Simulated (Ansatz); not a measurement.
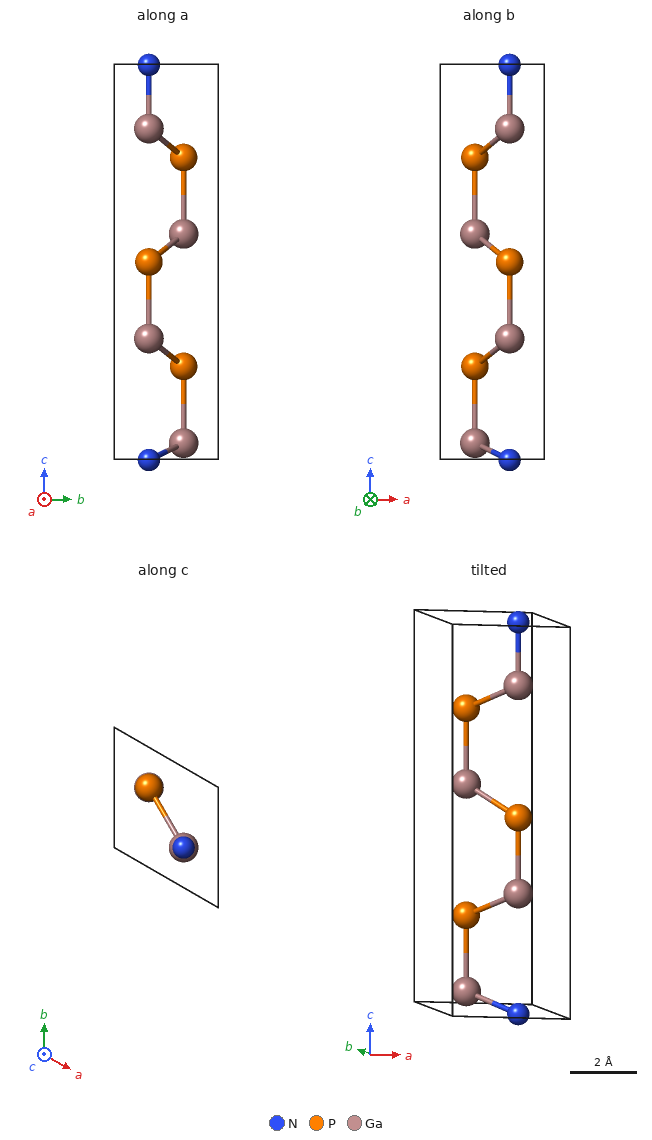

A ball-and-stick rendering, viewed along the a axis, along the b axis, along the c axis and slightly off an axis. The edges of the conventional unit cell are marked.

Lattice parameters: a = 3.6963 Å, b = 3.6963 Å, c = 12.1433 Å, α = 90.000°, β = 90.000°, γ = 120.000°.

Question: Write down what is shown as a CIF with its space group and independent sites, with free fractional coordinates to two decimals.

Answer:
```cif
data_structure
_symmetry_space_group_name_H-M 'P 3 m 1'
_symmetry_Int_Tables_number 156
_cell_length_a 3.6963
_cell_length_b 3.6963
_cell_length_c 12.1433
_cell_angle_alpha 90.000
_cell_angle_beta 90.000
_cell_angle_gamma 120.000
_cell_volume 143.68
loop_
_atom_site_label
_atom_site_type_symbol
_atom_site_symmetry_multiplicity
_atom_site_Wyckoff_symbol
_atom_site_fract_x
_atom_site_fract_y
_atom_site_fract_z
_atom_site_occupancy
N1 N 1 c 0.6667 0.3333 0.00 1
P1 P 1 c 0.6667 0.3333 0.50 1
P2 P 1 b 0.3333 0.6667 0.76 1
P3 P 1 b 0.3333 0.6667 0.24 1
Ga1 Ga 1 c 0.6667 0.3333 0.84 1
Ga2 Ga 1 c 0.6667 0.3333 0.31 1
Ga3 Ga 1 b 0.3333 0.6667 0.57 1
Ga4 Ga 1 b 0.3333 0.6667 0.04 1
```

The structure was taken from a structure type filled with these elements by a generator (whether the compound takes this form wasn't checked). Earlier steps of the study may have refined or changed the cell and positions. An electronic-structure calculation with Ansatz was run on it.
